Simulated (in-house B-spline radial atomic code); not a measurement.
# O³⁺: excited configurations

Aim: the energies of several excited configurations of O³⁺ above a reference configuration, each from its own self-consistent run.

Method: Dirac-Hartree-Fock, average of configuration, Fermi nucleus, basis-set limit. Code: in-house B-spline radial atomic code version 1.

**1. The system**

```
element       : oxygen (Z = 8)
charge        : +3
electrons     : 5
configuration : [He] 2s2 2p1
Hamiltonian   : Dirac-Coulomb
nucleus       : Fermi, rms radius 2.699 fm
```

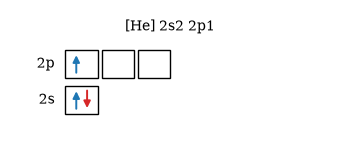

Occupation of the outer shells (arrows by Hund's rule).

The boxes draw the filling by Hund's rule, which heavy ions in jj coupling don't follow; these runs average over all states of the configuration.

Settings of the run:

```ini
Z = 8
electrons = 5.0
configuration = [He] 2s2 2p1
hamiltonian = dirac
method = hf
spin_polarised = False
nucleus = fermi
rms_radius = 2.6991
mass_number = 16
atomic_mass = 15.99491461926
speed_of_light = 137.035999084
```

The reference is known from an earlier run: -71.151409 hartree in all. Up to eight levels, counted from the top:

```tsv
orbital	occupation	energy (eV)	<r> (bohr)
1s1/2	2	-635.74	0.1976
2s1/2	2	-88.361	0.9816
2p1/2	0.333333	-77.857	0.9079
2p3/2	0.666667	-77.801	0.9086
```

**2. [He] 2s1 2p1 5s1**

The settings differ from step 1 so:

```diff
@@ -2,3 +2,3 @@
 electrons = 5.0
-configuration = [He] 2s2 2p1
+configuration = [He] 2s1 2p1 5s1
 hamiltonian = dirac
```

Main fields of the result record, rounded:

```text
{
  "status": "converged",
  "scf [iteration, energy, orbital gradient]": [
    [1, -67.4934335173, 0.291],
    [2, -68.3014343149, 0.0364],
    [3, -68.3041823877, 0.0178],
    [4, -68.3049218138, 0.00878],
    [5, -68.3052140559, 0.000564],
    [6, -68.3052174051, 0.000132],
    [7, -68.3052177202, 9.44e-06],
    [8, -68.3052177292, 3.12e-05],
    [9, -68.3052177298, 2.12e-05],
    [10, -68.3052177304, 4.1e-07],
    [11, -68.3052177304, 2.5e-07]
  ],
  "energy [hartree]": {"total": -68.3052177304, "kinetic": 68.4132070749, "nuclear": -148.493112917, "coulomb": 16.8256707937, "exact_exchange": -5.05098268195},
  "breit [hartree]": {"gaunt": 0.006957907, "retardation": -0.0001603791, "frequency_dependence": -3.128311e-07},
  "qed [hartree]": {"self_energy": 0.004968162, "uehling": -0.0002425901, "wichmann_kroll": 1.478999e-07},
  "recoil [hartree]": 0.002254517,
  "total_with_corrections [hartree]": -68.2914402782,
  "orbitals [hartree, bohr; first row names the columns]": [
    ["name", "occ", "eps", "<r>"],
    ["1s1/2", 2.0, -24.306206, 0.19762],
    ["2s1/2", 1.0, -3.9856743, 0.94529],
    ["2p1/2", 0.33333, -3.5476005, 0.85251],
    ["2p3/2", 0.66667, -3.5452226, 0.85321],
    ["5s1/2", 1.0, -0.38642716, 7.971]
  ],
  "sum_r [bohr^k]": {"-1": 18.56164, "1": 10.1645, "2": 73.27344},
  "energy_minus_base [hartree]": 2.8461911,
  "energy_minus_base_with_corrections [hartree]": 2.8456495
}
```

It took 0.81 s on 1 thread, shared host.

energy_minus_base is the energy less that of the reference run.

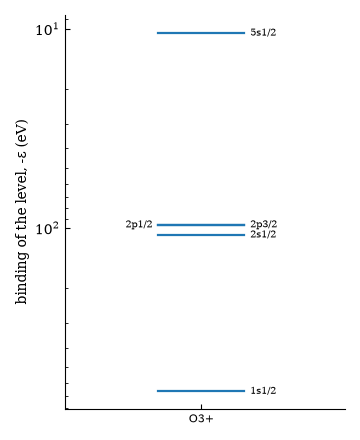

Orbital energies of this run on a logarithmic scale.

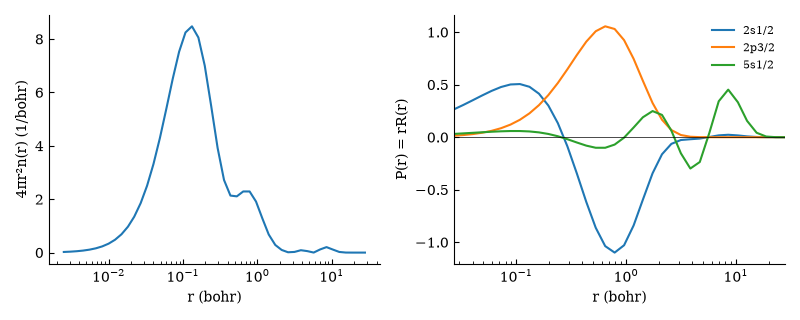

Radial density (left) and the radial functions of 2s1/2, 2p3/2, 5s1/2 (right).

On the record's full grid the radial density has clear maxima near r = 0.13, 0.65, 3.8, 8.5 bohr.

**3. Configuration [He] 2s2 6p1**

The settings differ from step 2 so:

```diff
@@ -2,3 +2,3 @@
 electrons = 5.0
-configuration = [He] 2s1 2p1 5s1
+configuration = [He] 2s2 6p1
 hamiltonian = dirac
```

Results of the run:

```text
{
  "status": "converged",
  "scf [iteration, energy, orbital gradient]": [
    [1, -67.9218985552, 0.237],
    [2, -68.5491497409, 0.0218],
    [3, -68.5521719458, 0.0123],
    [4, -68.55312019, 0.00698],
    [5, -68.5535504191, 0.000923],
    [6, -68.5535574074, 2.5e-05],
    [7, -68.5535574115, 5.58e-07],
    [8, -68.5535574115, 8.37e-09]
  ],
  "energy [hartree]": {"total": -68.5535574115, "kinetic": 68.6671610084, "nuclear": -148.580434205, "coulomb": 17.3237146451, "exact_exchange": -5.96399886028},
  "breit [hartree]": {"gaunt": 0.006919674, "retardation": -8.968772e-05, "frequency_dependence": 1.239193e-07},
  "qed [hartree]": {"self_energy": 0.005160612, "uehling": -0.0002517092, "wichmann_kroll": 1.534566e-07},
  "recoil [hartree]": 0.002349137,
  "total_with_corrections [hartree]": -68.5394691077,
  "orbitals [hartree, bohr; first row names the columns]": [
    ["name", "occ", "eps", "<r>"],
    ["1s1/2", 2.0, -24.493866, 0.197],
    ["2s1/2", 2.0, -3.9834725, 0.9357],
    ["6p1/2", 0.33333, -0.23919489, 12.306],
    ["6p3/2", 0.66667, -0.23914836, 12.308]
  ],
  "sum_r [bohr^k]": {"-1": 18.57256, "1": 14.57297, "2": 171.9598},
  "energy_minus_base [hartree]": 2.59785142,
  "energy_minus_base_with_corrections [hartree]": 2.59762067
}
```

Wall time 0.62 s (1 thread, shared host).

**4. [He] 2s1 2p1 4s1**

The settings differ from step 3 so:

```diff
@@ -2,3 +2,3 @@
 electrons = 5.0
-configuration = [He] 2s2 6p1
+configuration = [He] 2s1 2p1 4s1
 hamiltonian = dirac
```

Results of the run:

```text
{
  "status": "converged",
  "scf [iteration, energy, orbital gradient]": [
    [1, -67.7376823153, 0.291],
    [2, -68.5412726296, 0.0511],
    [3, -68.5442239598, 0.0215],
    [4, -68.5448128334, 0.00943],
    [5, -68.54497712, 0.00129],
    [6, -68.5449880207, 0.000291],
    [7, -68.5449894986, 0.00016],
    [8, -68.5449895431, 8.89e-05],
    [9, -68.5449895545, 2.85e-05],
    [10, -68.5449895556, 8.95e-07],
    [11, -68.5449895556, 6.92e-07],
    [12, -68.5449895556, 3.21e-08]
  ],
  "energy [hartree]": {"total": -68.5449895556, "kinetic": 68.6532802106, "nuclear": -149.34979778, "coulomb": 17.2077882172, "exact_exchange": -5.05626020318},
  "breit [hartree]": {"gaunt": 0.00697117, "retardation": -0.0001618893, "frequency_dependence": -3.092264e-07},
  "qed [hartree]": {"self_energy": 0.004974437, "uehling": -0.0002428822, "wichmann_kroll": 1.480779e-07},
  "recoil [hartree]": 0.002262793,
  "total_with_corrections [hartree]": -68.5311860888,
  "orbitals [hartree, bohr; first row names the columns]": [
    ["name", "occ", "eps", "<r>"],
    ["1s1/2", 2.0, -24.206888, 0.19763],
    ["2s1/2", 1.0, -3.881183, 0.94491],
    ["2p1/2", 0.33333, -3.455918, 0.85391],
    ["2p3/2", 0.66667, -3.4535488, 0.85461],
    ["4s1/2", 1.0, -0.64416339, 4.8823]
  ],
  "sum_r [bohr^k]": {"-1": 18.66873, "1": 7.07686, "2": 28.87281},
  "energy_minus_base [hartree]": 2.60641927,
  "energy_minus_base_with_corrections [hartree]": 2.60590368
}
```

Run time: 0.78 s. Hardware: 1 thread, shared host.

**5. Run with [He] 2s1 2p2**

The settings differ from step 4 so:

```diff
@@ -2,3 +2,3 @@
 electrons = 5.0
-configuration = [He] 2s1 2p1 4s1
+configuration = [He] 2s1 2p2
 hamiltonian = dirac
```

Results of the run:

```text
{
  "status": "converged",
  "scf [iteration, energy, orbital gradient]": [
    [1, -69.8274372126, 0.283],
    [2, -70.6430406797, 0.0205],
    [3, -70.6546827567, 0.00869],
    [4, -70.6569014709, 0.0038],
    [5, -70.6574123916, 0.000682],
    [6, -70.6574212076, 1.82e-05],
    [7, -70.6574212114, 8.69e-08]
  ],
  "energy [hartree]": {"total": -70.6574212114, "kinetic": 70.7656600878, "nuclear": -156.695330711, "coulomb": 20.6748127712, "exact_exchange": -5.40256335948},
  "breit [hartree]": {"gaunt": 0.007292878, "retardation": -0.0002343759, "frequency_dependence": -5.935793e-07},
  "qed [hartree]": {"self_energy": 0.004932053, "uehling": -0.0002408227, "wichmann_kroll": 1.468234e-07},
  "recoil [hartree]": 0.002270662,
  "total_with_corrections [hartree]": -70.6434012641,
  "orbitals [hartree, bohr; first row names the columns]": [
    ["name", "occ", "eps", "<r>"],
    ["1s1/2", 2.0, -23.273459, 0.1981],
    ["2s1/2", 1.0, -3.3210403, 0.97953],
    ["2p1/2", 0.66667, -2.7599931, 0.92039],
    ["2p3/2", 1.3333, -2.7579142, 0.92119]
  ],
  "sum_r [bohr^k]": {"-1": 19.58692, "1": 3.217591, "2": 3.315379},
  "energy_minus_base [hartree]": 0.493987618,
  "energy_minus_base_with_corrections [hartree]": 0.493688509
}
```

Run time: 0.43 s. Hardware: 1 thread, shared host.

**6. [He] 2s2 4s1**

The settings differ from step 5 so:

```diff
@@ -2,3 +2,3 @@
 electrons = 5.0
-configuration = [He] 2s1 2p2
+configuration = [He] 2s2 4s1
 hamiltonian = dirac
```

Results of the run:

```text
{
  "status": "converged",
  "scf [iteration, energy, orbital gradient]": [
    [1, -68.3080037439, 0.238],
    [2, -68.9319742456, 0.00963],
    [3, -68.9326595853, 0.00517],
    [4, -68.9328508537, 0.00277],
    [5, -68.9329247611, 0.000212],
    [6, -68.9329250311, 3.03e-06],
    [7, -68.9329250311, 6.95e-08]
  ],
  "energy [hartree]": {"total": -68.9329250311, "kinetic": 69.0470578595, "nuclear": -149.926655032, "coulomb": 17.9243662108, "exact_exchange": -5.97769406948},
  "breit [hartree]": {"gaunt": 0.006938232, "retardation": -9.126251e-05, "frequency_dependence": 1.372553e-07},
  "qed [hartree]": {"self_energy": 0.005172735, "uehling": -0.0002522686, "wichmann_kroll": 1.537975e-07},
  "recoil [hartree]": 0.002364203,
  "total_with_corrections [hartree]": -68.9187931015,
  "orbitals [hartree, bohr; first row names the columns]": [
    ["name", "occ", "eps", "<r>"],
    ["1s1/2", 2.0, -24.339648, 0.19701],
    ["2s1/2", 2.0, -3.8442078, 0.93609],
    ["4s1/2", 1.0, -0.61854098, 4.8787]
  ],
  "sum_r [bohr^k]": {"-1": 18.74083, "1": 7.144933, "2": 28.87259},
  "energy_minus_base [hartree]": 2.2184838,
  "energy_minus_base_with_corrections [hartree]": 2.21829667
}
```

Run time: 0.2 s. Hardware: 1 thread, shared host.

**7. [He] 2s1 2p1 5d1**

The settings differ from step 6 so:

```diff
@@ -2,3 +2,3 @@
 electrons = 5.0
-configuration = [He] 2s2 4s1
+configuration = [He] 2s1 2p1 5d1
 hamiltonian = dirac
```

Results of the run:

```text
{
  "status": "converged",
  "scf [iteration, energy, orbital gradient]": [
    [1, -67.4434585463, 0.29],
    [2, -68.2514420269, 0.0139],
    [3, -68.2549218695, 0.00644],
    [4, -68.2556751084, 0.00299],
    [5, -68.2558807233, 0.000328],
    [6, -68.2558818664, 7.33e-06],
    [7, -68.2558818668, 4.16e-08]
  ],
  "energy [hartree]": {"total": -68.2558818668, "kinetic": 68.363595025, "nuclear": -148.383818384, "coulomb": 16.8131284574, "exact_exchange": -5.04878696558},
  "breit [hartree]": {"gaunt": 0.006945676, "retardation": -0.0001591022, "frequency_dependence": -3.150475e-07},
  "qed [hartree]": {"self_energy": 0.004961993, "uehling": -0.0002423037, "wichmann_kroll": 1.477254e-07},
  "recoil [hartree]": 0.002252322,
  "total_with_corrections [hartree]": -68.2421234484,
  "orbitals [hartree, bohr; first row names the columns]": [
    ["name", "occ", "eps", "<r>"],
    ["1s1/2", 2.0, -24.312129, 0.19761],
    ["2s1/2", 1.0, -3.9928322, 0.93592],
    ["2p1/2", 0.33333, -3.5485348, 0.85258],
    ["2p3/2", 0.66667, -3.546155, 0.85328],
    ["5d3/2", 0.4, -0.32750944, 8.3996],
    ["5d5/2", 0.6, -0.32749659, 8.4]
  ],
  "sum_r [bohr^k]": {"-1": 18.54798, "1": 10.58398, "2": 82.17527},
  "energy_minus_base [hartree]": 2.89552696,
  "energy_minus_base_with_corrections [hartree]": 2.89496633
}
```

It took 0.84 s on 1 thread, shared host.

**8. [He] 2s2 3s1**

The settings differ from step 7 so:

```diff
@@ -2,3 +2,3 @@
 electrons = 5.0
-configuration = [He] 2s1 2p1 5d1
+configuration = [He] 2s2 3s1
 hamiltonian = dirac
```

Results of the run:

```text
{
  "status": "converged",
  "scf [iteration, energy, orbital gradient]": [
    [1, -68.9010249116, 0.24],
    [2, -69.5115138172, 0.00853],
    [3, -69.5123171315, 0.00404],
    [4, -69.5125019919, 0.00192],
    [5, -69.5125592986, 0.000135],
    [6, -69.5125594115, 2.97e-06],
    [7, -69.5125594117, 8.33e-08]
  ],
  "energy [hartree]": {"total": -69.5125594117, "kinetic": 69.6275799638, "nuclear": -151.903019837, "coulomb": 18.7707332324, "exact_exchange": -6.0078527704},
  "breit [hartree]": {"gaunt": 0.006984966, "retardation": -9.757592e-05, "frequency_dependence": 1.443461e-07},
  "qed [hartree]": {"self_energy": 0.005191508, "uehling": -0.0002531286, "wichmann_kroll": 1.543216e-07},
  "recoil [hartree]": 0.002384082,
  "total_with_corrections [hartree]": -69.4983492603,
  "orbitals [hartree, bohr; first row names the columns]": [
    ["name", "occ", "eps", "<r>"],
    ["1s1/2", 2.0, -24.116291, 0.19703],
    ["2s1/2", 2.0, -3.6593588, 0.93888],
    ["3s1/2", 1.0, -1.1983784, 2.5455]
  ],
  "sum_r [bohr^k]": {"-1": 18.98788, "1": 4.817318, "2": 9.492295},
  "energy_minus_base [hartree]": 1.63884942,
  "energy_minus_base_with_corrections [hartree]": 1.63874051
}
```

Wall time 0.18 s (1 thread, shared host).

**9. Configuration [He] 2s1 2p1 6d1**

The settings differ from step 8 so:

```diff
@@ -2,3 +2,3 @@
 electrons = 5.0
-configuration = [He] 2s2 3s1
+configuration = [He] 2s1 2p1 6d1
 hamiltonian = dirac
```

Results of the run:

```text
{
  "status": "converged",
  "scf [iteration, energy, orbital gradient]": [
    [1, -67.3406125395, 0.29],
    [2, -68.1507054896, 0.0139],
    [3, -68.1540681278, 0.00644],
    [4, -68.1547976356, 0.00299],
    [5, -68.1549977877, 0.000327],
    [6, -68.1549988407, 7.67e-06],
    [7, -68.1549988411, 4.13e-08]
  ],
  "energy [hartree]": {"total": -68.1549988411, "kinetic": 68.2627093329, "nuclear": -147.981680155, "coulomb": 16.6115343208, "exact_exchange": -5.04756233983},
  "breit [hartree]": {"gaunt": 0.00694564, "retardation": -0.000159045, "frequency_dependence": -3.155392e-07},
  "qed [hartree]": {"self_energy": 0.004962154, "uehling": -0.0002423112, "wichmann_kroll": 1.4773e-07},
  "recoil [hartree]": 0.002249062,
  "total_with_corrections [hartree]": -68.1412435087,
  "orbitals [hartree, bohr; first row names the columns]": [
    ["name", "occ", "eps", "<r>"],
    ["1s1/2", 2.0, -24.362659, 0.19761],
    ["2s1/2", 1.0, -4.0423846, 0.93547],
    ["2p1/2", 0.33333, -3.5983023, 0.85202],
    ["2p3/2", 0.66667, -3.59592, 0.85271],
    ["6d3/2", 0.4, -0.2266138, 12.48],
    ["6d5/2", 0.6, -0.2266063, 12.481]
  ],
  "sum_r [bohr^k]": {"-1": 18.49771, "1": 14.66381, "2": 177.8839},
  "energy_minus_base [hartree]": 2.99640999,
  "energy_minus_base_with_corrections [hartree]": 2.99584626
}
```

Run time: 0.94 s. Hardware: 1 thread, shared host.

**10. The excitation energies**

| net move | configuration | energy above the reference (eV) | with Breit, QED, recoil (eV) | largest <r> (bohr) |
| --- | --- | --- | --- | --- |
| 2s → 2p | [He] 2s1 2p2 | 13.442 | 13.434 | 0.980 |
| 2p → 3s | [He] 2s2 3s1 | 44.595 | 44.592 | 2.55 |
| 2p → 4s | [He] 2s2 4s1 | 60.368 | 60.363 | 4.88 |
| 2p → 6p | [He] 2s2 6p1 | 70.691 | 70.685 | 12.3 |
| 2s → 4s | [He] 2s1 2p1 4s1 | 70.924 | 70.910 | 4.88 |
| 2s → 5s | [He] 2s1 2p1 5s1 | 77.449 | 77.434 | 7.97 |
| 2s → 5d | [He] 2s1 2p1 5d1 | 78.791 | 78.776 | 8.40 |
| 2s → 6d | [He] 2s1 2p1 6d1 | 81.536 | 81.521 | 12.5 |

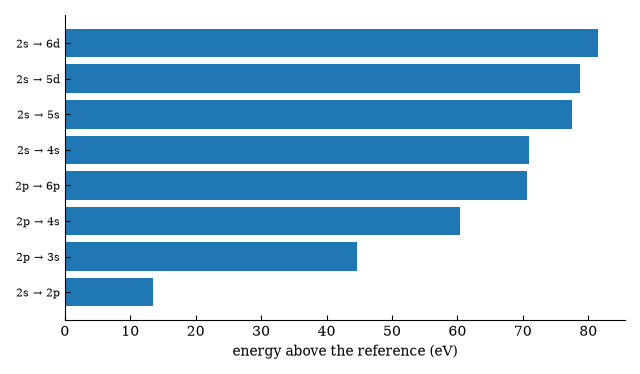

The configurations in order of energy, labelled by the net move of electrons.

Quantum defects of the promoted electron, δ = n − ζ/√(−2ε) with ζ = 4 and ε its orbital energy in hartree:

| promotion | δ |
| --- | --- |
| 2p → 3s | 0.416 |
| 2p → 4s | 0.404 |
| 2p → 6p | 0.216 |
| 2s → 4s | 0.476 |
| 2s → 5s | 0.450 |
| 2s → 5d | 0.058 |
| 2s → 6d | 0.058 |

What this shows: The energies run from 13.442 eV (2s → 2p) to 81.536 eV (2s → 6d). 1 of them lies more than 2 % above the ionisation threshold that Koopmans' theorem gives (77.801 eV), where such states can decay by emitting an electron. Of those tabulated, the defect is largest for 4s (0.48) and least for 5d (0.06): low angular momentum penetrates the core, high angular momentum stays outside it. Two partly filled shells share a symmetry and can mix in the average, which may lower the energy, for: 2s → 4s; 2s → 5s. These are averages over configurations, without correlation, not spectroscopic levels.
